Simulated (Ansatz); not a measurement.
## Fields on a plane of MoSi2 (MoSi2 type, space group I4/mmm)

```xyz
3
Lattice="-1.6011 1.6011 3.9097 1.6011 -1.6011 3.9097 1.6011 1.6011 -3.9097" Properties=species:S:1:pos:R:3 pbc="T T T"
Mo     0.0000     0.0000     0.0000
Si     0.0000     0.0000     2.6219
Si     0.0000     0.0000     5.1976
```

The slice is a (001) plane (indices of the conventional cell) through the point (0.000, 0.000, 0.000) (fractional), spanned by u = [101] and v = [011] in vectors of this cell: u (3.20 Å) and v (3.20 Å, at 90° to u). It covers one period; positions are fractions (u, v).

Atoms on it: Mo at (0.00, 0.00).

Method: r2SCAN (plane waves to 500 eV, PAW, scalar-relativistic; Ansatz, a first-principles code). k mesh 14×14×14. Inside the PAW spheres the values are not all-electron values, and peaks at nuclei hang on which shells count as valence. MoSi2 is run without spin polarisation. MoSi2 was relaxed with its symmetry unable to fall. The PAW data are Ansatz's earlier set.

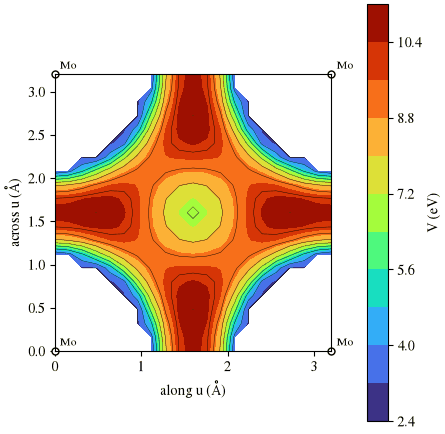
Fig. 1. Electrostatic potential energy of an electron, from the cell's mean, in eV, one period of the plane, atoms marked. Points within 1 Å of a nucleus are left white, as the pseudised field means little there. Values under 3 eV are set to 3. The zero, the cell's mean, hangs on the PAW cores.

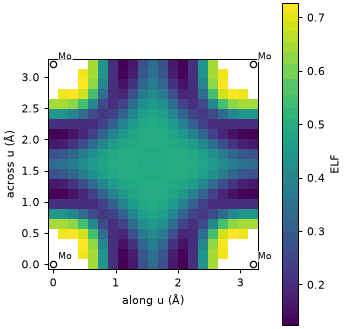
*Electron localisation function (ELF), one period of the plane, atoms marked. Points within 0.5 Å of a nucleus are left white, as the pseudised field means little there.*
